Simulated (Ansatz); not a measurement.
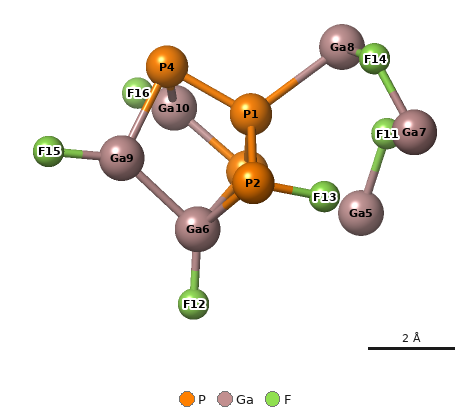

**Figure 1.** The starting structure (ball-and-stick view, seen at a tilt; atoms are numbered from 1 in the order of the input). Sticks mark near contacts. Bond lengths as drawn: F–Ga 1.77 to 2.06 Å, F–P 1.77 Å, Ga–Ga 2.47 Å, Ga–P 2.32 to 2.75 Å and P–P 2.27 to 2.29 Å.

## Ga6P4F6: molecular dynamics

System: Ga6P4F6 (Ga6P4 zinc blende hole sphere).
Method: RKS revPBE/def2-SVP (Ansatz 0.2.0).

The geometry comes from this level: PBE-D4/def2-SVP. Figures and captions count atoms from 1; the log counts them from 0 in places.

The input:
```yaml
crystal:
  periodic: [false, false, false]
  atoms:
    - {symbol: P, position_ang: [0.382907, 0.728227, -0.157251]}
    - {symbol: P, position_ang: [0.695553, -0.825540, -1.814451]}
    - {symbol: P, position_ang: [-0.934394, -0.489058, 1.227341]}
    - {symbol: P, position_ang: [2.207414, 1.102286, 1.144371]}
    - {symbol: Ga, position_ang: [-3.121832, -0.494005, -0.634344]}
    - {symbol: Ga, position_ang: [0.494717, -2.231011, 0.117913]}
    - {symbol: Ga, position_ang: [-2.000553, 1.603987, -3.407666]}
    - {symbol: Ga, position_ang: [-1.180220, 2.979494, -0.404872]}
    - {symbol: Ga, position_ang: [2.610753, -1.297404, 0.980817]}
    - {symbol: Ga, position_ang: [0.649617, 0.338057, 2.712627]}
    - {symbol: F, position_ang: [-2.689026, 1.439779, -1.186384]}
    - {symbol: F, position_ang: [-0.130116, -3.900349, 0.138477]}
    - {symbol: F, position_ang: [-0.993834, -0.527741, -2.268543]}
    - {symbol: F, position_ang: [-0.873884, 2.913023, -2.430524]}
    - {symbol: F, position_ang: [4.246178, -1.761874, 1.503024]}
    - {symbol: F, position_ang: [0.636729, 0.422119, 4.479476]}
basis:
  gaussian: {orbitals: def2-SVP}
hamiltonian: {xc: {name: revPBE}}
md: {timestep: 0.5 fs, n_steps: 15, ensemble: nvt_langevin, temperature: 300, initial_velocities: maxwell_boltzmann, friction: 0.01, seed: 113}
scf: {omitted_lower_state_checks: [starts]}
```

Machine: 2 CPU threads, shared host.

Run as:
```bash
ansatz run in.yaml --threads 2 --pin off --events-out ev --progress --plain --max-ram 32768MiB --backend cuda --devices 0, --max-vram 18GiB
```

Output:
```
Functional definition: revPBE
  name "revPBE"
  cite "Zhang & Yang, Phys. Rev. Lett. 80, 890 (1998) doi:10.1103/PhysRevLett.80.890"
  cite "Perdew, Burke & Ernzerhof, Phys. Rev. Lett. 77, 3865 (1996) doi:10.1103/PhysRevLett.77.3865"
  parameter kappa = 1.245
  parameter beta = 0.06672455060314922
  exchange = pbe_x(kappa = kappa, mu = beta*pi^2/3)
  correlation = pbe_c(beta = beta)
these checks for a lower state are left out or cut short: starts
3846 factors; their error is unknown
mean field evaluation 1: about -367622.1094 eV, gradient 1.0e2 eV
mean field evaluation 2: about -367401.8895 eV, gradient 3.6e2 eV
mean field evaluation 4: about -367634.0047 eV, gradient 3.4e1 eV
mean field evaluation 8: about -367636.6519 eV, gradient 9.1e-1 eV
mean field evaluation 16: about -367636.4547 eV, gradient 7.0e-3 eV
mean field -367636.45473641 eV, -13510.3905186239 hartree, gradient 3.3e-5 eV, S^2 0.000000; 0 other end points of the search recorded, 0 dependent functions left out
the calculation of the forces begins
reference -367636.45482124 eV, -13510.3905217413 hartree; 150, 150 occupied and 198, 198 virtual orbitals, 3846 factors
md step     0: t =     0.00 fs  T =   281.3 K  F+E_penalty+E_count = -367636.45473641 eV  E_kin = 0.581670 eV  (35 SCF iters)
these checks for a lower state are left out or cut short: starts, cluster_reference, orbital_swaps, neighbouring_geometries, increment
3846 factors; their error is unknown
mean field -367636.45267284 eV, -13510.3904427893 hartree, gradient 5.3e-5 eV, S^2 0.000000; 0 other end points of the search recorded, 0 dependent functions left out
[... from here on the field's lines of each further geometry are left out, up to the last ...]
md step     1: t =     0.50 fs  T =   270.5 K  F+E_penalty+E_count = -367636.45267284 eV  E_kin = 0.559493 eV  (32 SCF iters)
md step     2: t =     1.00 fs  T =   283.5 K  F+E_penalty+E_count = -367636.44998241 eV  E_kin = 0.586269 eV  (32 SCF iters)
md step     3: t =     1.50 fs  T =   285.0 K  F+E_penalty+E_count = -367636.44648875 eV  E_kin = 0.589357 eV  (32 SCF iters)
md step     4: t =     2.00 fs  T =   279.7 K  F+E_penalty+E_count = -367636.44242675 eV  E_kin = 0.578496 eV  (32 SCF iters)
md step     5: t =     2.50 fs  T =   274.9 K  F+E_penalty+E_count = -367636.43794813 eV  E_kin = 0.568559 eV  (32 SCF iters)
md step     6: t =     3.00 fs  T =   283.8 K  F+E_penalty+E_count = -367636.43294492 eV  E_kin = 0.586925 eV  (32 SCF iters)
md step     7: t =     3.50 fs  T =   276.7 K  F+E_penalty+E_count = -367636.42724906 eV  E_kin = 0.572289 eV  (32 SCF iters)
md step     8: t =     4.00 fs  T =   263.9 K  F+E_penalty+E_count = -367636.42106319 eV  E_kin = 0.545887 eV  (32 SCF iters)
md step     9: t =     4.50 fs  T =   268.0 K  F+E_penalty+E_count = -367636.41440089 eV  E_kin = 0.554165 eV  (32 SCF iters)
md step    10: t =     5.00 fs  T =   272.2 K  F+E_penalty+E_count = -367636.40723429 eV  E_kin = 0.563000 eV  (32 SCF iters)
md step    11: t =     5.50 fs  T =   271.0 K  F+E_penalty+E_count = -367636.39990041 eV  E_kin = 0.560388 eV  (32 SCF iters)
md step    12: t =     6.00 fs  T =   273.6 K  F+E_penalty+E_count = -367636.39205372 eV  E_kin = 0.565754 eV  (32 SCF iters)
md step    13: t =     6.50 fs  T =   267.7 K  F+E_penalty+E_count = -367636.38358888 eV  E_kin = 0.553728 eV  (32 SCF iters)
md step    14: t =     7.00 fs  T =   263.2 K  F+E_penalty+E_count = -367636.37481100 eV  E_kin = 0.544335 eV  (32 SCF iters)
the calculation of the forces begins
reference -367636.36568245 eV, -13510.3872459511 hartree; 150, 150 occupied and 198, 198 virtual orbitals, 3846 factors
these checks for a lower state are left out or cut short: starts
3846 factors; their error is unknown
mean field -367636.36559752 eV, -13510.3872428300 hartree, gradient 5.1e-5 eV, S^2 0.000000; 0 other end points of the search recorded, 0 dependent functions left out
the calculation of the forces begins
reference -367636.36568245 eV, -13510.3872459511 hartree; 150, 150 occupied and 198, 198 virtual orbitals, 3846 factors
md step    15: t =     7.50 fs  T =   266.9 K  F+E_penalty+E_count = -367636.36559752 eV  E_kin = 0.551893 eV  (15 SCF iters)
```

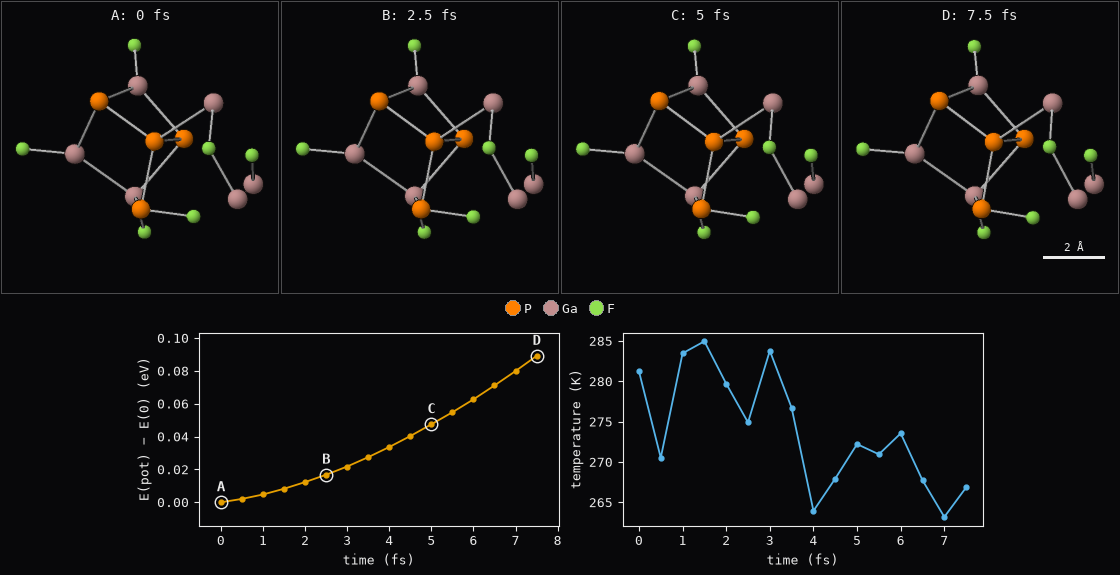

**Figure 2.** Frames of the molecular dynamics (ball-and-stick, seen at a tilt) above the curves, on which the letters mark them. The trajectory kept here has 16 frames over 7.5 fs. The temperature starts at 281 K, ranges from 263 to 285 K and averages 268 K over the second half. The potential energy ends 0.089 eV above its first value. After an unweighted best fit of the last frame on the first, the root-mean-square displacement is 0.03 Å, and F14 has moved furthest (0.07 Å).

```
Total energy: -367636.36568245 eV, -13510.3872459511 hartree
Atom 0 at     0.403452     0.701987    -0.166004 Å, force    -0.281921     0.398635     0.178020 eV/Å
Atom 1 at     0.670412    -0.830200    -1.800164 Å, force     0.816971    -0.363536    -0.330584 eV/Å
Atom 2 at    -0.954811    -0.483770     1.224334 Å, force    -0.027424     0.056597     0.015204 eV/Å
Atom 3 at     2.209468     1.126184     1.138458 Å, force     0.122270    -0.036050     0.046557 eV/Å
Atom 4 at    -3.151238    -0.486176    -0.637093 Å, force     0.032252    -0.000119     0.134306 eV/Å
Atom 5 at     0.496239    -2.216098     0.131178 Å, force    -0.086843    -0.455953     0.066176 eV/Å
Atom 6 at    -2.000880     1.595932    -3.417066 Å, force    -0.040246     0.104388     0.018745 eV/Å
Atom 7 at    -1.148164     2.965168    -0.405685 Å, force    -0.045269     0.242967     0.492959 eV/Å
Atom 8 at     2.613381    -1.286852     0.987025 Å, force    -0.167206     0.037689    -0.030964 eV/Å
Atom 9 at     0.641100     0.365861     2.713619 Å, force    -0.060960    -0.083656    -1.157698 eV/Å
Atom 10 at    -2.639441     1.442153    -1.206218 Å, force    -0.259268    -0.171012    -0.066403 eV/Å
Atom 11 at    -0.116898    -3.908496     0.132351 Å, force     0.032240     0.086153     0.022547 eV/Å
Atom 12 at    -0.979804    -0.585764    -2.277137 Å, force    -0.566988     0.114824    -0.165075 eV/Å
Atom 13 at    -0.898884     2.924451    -2.380303 Å, force     0.147878     0.097054    -0.611982 eV/Å
Atom 14 at     4.228589    -1.787546     1.518998 Å, force     0.385262    -0.088202     0.116789 eV/Å
Atom 15 at     0.639755     0.405698     4.445325 Å, force    -0.000747     0.060218     1.271404 eV/Å
Dipole moment:    -0.895472     0.637794    -0.672413 e Å
Checks for a lower state left out: starts
```

Trajectory as extended XYZ (Å, eV, eV/Å), 6 of the 16 frames kept, from step=0 to step=15:
```
16
Properties=species:S:1:pos:R:3:forces:R:3 step=0 time_fs=0.0 energy=-367636.45474 temperature=281.2
P     0.3829    0.7282   -0.1573    0.0661   0.0483   0.0187
P     0.6956   -0.8255   -1.8145    0.1556  -0.0602  -0.1477
P    -0.9344   -0.4891    1.2273   -0.2475  -0.0498  -0.0249
P     2.2074    1.1023    1.1444    0.1507   0.1447   0.0133
Ga   -3.1218   -0.4940   -0.6343   -0.0410  -0.0799   0.0960
Ga    0.4947   -2.2310    0.1179    0.0541   0.0051   0.0113
Ga   -2.0006    1.6040   -3.4077   -0.1311  -0.0117  -0.1448
Ga   -1.1802    2.9795   -0.4049   -0.0345   0.2070   0.1297
Ga    2.6108   -1.2974    0.9808   -0.0241  -0.0187  -0.0369
Ga    0.6496    0.3381    2.7126   -0.0033   0.0257  -0.0090
F    -2.6890    1.4398   -1.1864   -0.0962   0.0198  -0.0490
F    -0.1301   -3.9003    0.1385   -0.0852  -0.2521   0.0025
F    -0.9938   -0.5277   -2.2685   -0.0991  -0.0354  -0.0831
F    -0.8739    2.9130   -2.4305    0.0975   0.1221  -0.1027
F     4.2462   -1.7619    1.5030    0.2399  -0.0770   0.0747
F     0.6367    0.4221    4.4795   -0.0020   0.0120   0.2519
16
Properties=species:S:1:pos:R:3:forces:R:3 step=3 time_fs=1.5 energy=-367636.44649 temperature=285.0
P     0.3868    0.7225   -0.1609   -0.0030   0.1242   0.0740
P     0.6895   -0.8262   -1.8111    0.3029  -0.1287  -0.1965
P    -0.9376   -0.4884    1.2269   -0.2152  -0.0258  -0.0224
P     2.2073    1.1060    1.1420    0.1499   0.1116   0.0179
Ga   -3.1285   -0.4919   -0.6342   -0.0269  -0.0665   0.1067
Ga    0.4948   -2.2276    0.1210    0.0365  -0.0727   0.0221
Ga   -2.0003    1.6024   -3.4090   -0.1134   0.0116  -0.1131
Ga   -1.1737    2.9765   -0.4049   -0.0364   0.2153   0.2039
Ga    2.6123   -1.2963    0.9817   -0.0978   0.0050  -0.0514
Ga    0.6482    0.3430    2.7122   -0.0113   0.0044  -0.2105
F    -2.6790    1.4401   -1.1896   -0.1284  -0.0152  -0.0548
F    -0.1273   -3.9007    0.1360   -0.0692  -0.2055   0.0068
F    -0.9905   -0.5381   -2.2700   -0.2038  -0.0067  -0.1035
F    -0.8789    2.9148   -2.4189    0.1072   0.1164  -0.2051
F     4.2423   -1.7660    1.5056    0.3110  -0.0915   0.0966
F     0.6383    0.4184    4.4725   -0.0023   0.0241   0.4291
16
Properties=species:S:1:pos:R:3:forces:R:3 step=6 time_fs=3.0 energy=-367636.43295 temperature=283.8
P     0.3909    0.7169   -0.1632   -0.0724   0.1987   0.1073
P     0.6839   -0.8275   -1.8081    0.4444  -0.1901  -0.2362
P    -0.9411   -0.4874    1.2261   -0.1806  -0.0041  -0.0128
P     2.2076    1.1107    1.1395    0.1425   0.0707   0.0323
Ga   -3.1349   -0.4904   -0.6347   -0.0109  -0.0488   0.1153
Ga    0.4945   -2.2245    0.1238    0.0166  -0.1593   0.0336
Ga   -2.0008    1.6008   -3.4105   -0.0932   0.0370  -0.0790
Ga   -1.1672    2.9739   -0.4044   -0.0374   0.2202   0.2709
Ga    2.6132   -1.2949    0.9830   -0.1535   0.0258  -0.0596
Ga    0.6464    0.3484    2.7123   -0.0146  -0.0160  -0.4544
F    -2.6686    1.4406   -1.1940   -0.1628  -0.0550  -0.0570
F    -0.1251   -3.9017    0.1335   -0.0491  -0.1480   0.0117
F    -0.9873   -0.5497   -2.2714   -0.3065   0.0232  -0.1233
F    -0.8836    2.9163   -2.4081    0.1160   0.1110  -0.3047
F     4.2387   -1.7702    1.5083    0.3643  -0.1014   0.1130
F     0.6394    0.4151    4.4650   -0.0027   0.0362   0.6430
16
Properties=species:S:1:pos:R:3:forces:R:3 step=9 time_fs=4.5 energy=-367636.41440 temperature=268.0
P     0.3947    0.7113   -0.1647   -0.1338   0.2771   0.1337
P     0.6797   -0.8283   -1.8054    0.5722  -0.2507  -0.2695
P    -0.9452   -0.4861    1.2248   -0.1406   0.0114   0.0009
P     2.2081    1.1166    1.1386    0.1292   0.0225   0.0391
Ga   -3.1409   -0.4890   -0.6355    0.0052  -0.0308   0.1223
Ga    0.4946   -2.2215    0.1264   -0.0165  -0.2654   0.0421
Ga   -2.0016    1.5991   -3.4128   -0.0706   0.0639  -0.0404
Ga   -1.1610    2.9715   -0.4044   -0.0381   0.2251   0.3382
Ga    2.6134   -1.2930    0.9847   -0.1865   0.0466  -0.0591
Ga    0.6445    0.3536    2.7126   -0.0216  -0.0358  -0.7139
F    -2.6581    1.4412   -1.1974   -0.1973  -0.0951  -0.0614
F    -0.1226   -3.9041    0.1316   -0.0202  -0.0652   0.0162
F    -0.9839   -0.5615   -2.2734   -0.3986   0.0535  -0.1403
F    -0.8886    2.9188   -2.3984    0.1220   0.1024  -0.4061
F     4.2349   -1.7749    1.5114    0.3987  -0.1061   0.1230
F     0.6407    0.4124    4.4573   -0.0035   0.0464   0.8750
16
Properties=species:S:1:pos:R:3:forces:R:3 step=12 time_fs=6.0 energy=-367636.39205 temperature=273.6
P     0.3990    0.7064   -0.1658   -0.2037   0.3477   0.1647
P     0.6750   -0.8288   -1.8023    0.7008  -0.3147  -0.3047
P    -0.9499   -0.4846    1.2244   -0.0890   0.0299   0.0077
P     2.2089    1.1217    1.1386    0.1207  -0.0137   0.0407
Ga   -3.1463   -0.4875   -0.6360    0.0185  -0.0154   0.1284
Ga    0.4954   -2.2189    0.1291   -0.0551  -0.3701   0.0527
Ga   -2.0015    1.5973   -3.4153   -0.0533   0.0866  -0.0078
Ga   -1.1544    2.9685   -0.4048   -0.0410   0.2325   0.4084
Ga    2.6135   -1.2903    0.9859   -0.1858   0.0497  -0.0473
Ga    0.6425    0.3593    2.7128   -0.0365  -0.0573  -0.9370
F    -2.6486    1.4414   -1.2016   -0.2281  -0.1322  -0.0646
F    -0.1196   -3.9069    0.1315    0.0096   0.0211   0.0197
F    -0.9814   -0.5738   -2.2753   -0.4877   0.0849  -0.1544
F    -0.8936    2.9214   -2.3896    0.1320   0.0974  -0.5048
F     4.2319   -1.7809    1.5146    0.4010  -0.1004   0.1227
F     0.6406    0.4087    4.4508   -0.0024   0.0540   1.0755
16
Properties=species:S:1:pos:R:3:forces:R:3 step=15 time_fs=7.5 energy=-367636.36560 temperature=266.9
P     0.4035    0.7020   -0.1660   -0.2819   0.3986   0.1780
P     0.6704   -0.8302   -1.8002    0.8170  -0.3635  -0.3306
P    -0.9548   -0.4838    1.2243   -0.0274   0.0566   0.0152
P     2.2095    1.1262    1.1385    0.1223  -0.0360   0.0466
Ga   -3.1512   -0.4862   -0.6371    0.0323  -0.0001   0.1343
Ga    0.4962   -2.2161    0.1312   -0.0868  -0.4560   0.0662
Ga   -2.0009    1.5959   -3.4171   -0.0402   0.1044   0.0187
Ga   -1.1482    2.9652   -0.4057   -0.0453   0.2430   0.4930
Ga    2.6134   -1.2869    0.9870   -0.1672   0.0377  -0.0310
Ga    0.6411    0.3659    2.7136   -0.0610  -0.0837  -1.1577
F    -2.6394    1.4422   -1.2062   -0.2593  -0.1710  -0.0664
F    -0.1169   -3.9085    0.1324    0.0322   0.0862   0.0225
F    -0.9798   -0.5858   -2.2771   -0.5670   0.1148  -0.1651
F    -0.8989    2.9245   -2.3803    0.1479   0.0971  -0.6120
F     4.2286   -1.7875    1.5190    0.3853  -0.0882   0.1168
F     0.6398    0.4057    4.4453   -0.0007   0.0602   1.2714
```

Key numbers:

- outcome: finished
- mean temperature over the second half: 268 K
- trajectory: 15 steps, 7.5 fs
- ensemble: nvt_langevin
- temperature in the input: 300 K
- time step: 0.5 fs
- potential energy (last step): −367636.3657 eV
- SCF solution under orbital rotations (last step): stable
- largest force (length of the vector) (last step): 1.273 eV/Å
- dipole moment (last step): 6.19 D
- wall time: 42 s (CPU time 51 s)
- peak memory: 1 GiB

Remarks:

So short a trajectory is not equilibrated. The logged temperature at the start can lie below the typed one, since it is counted over all degrees of freedom.
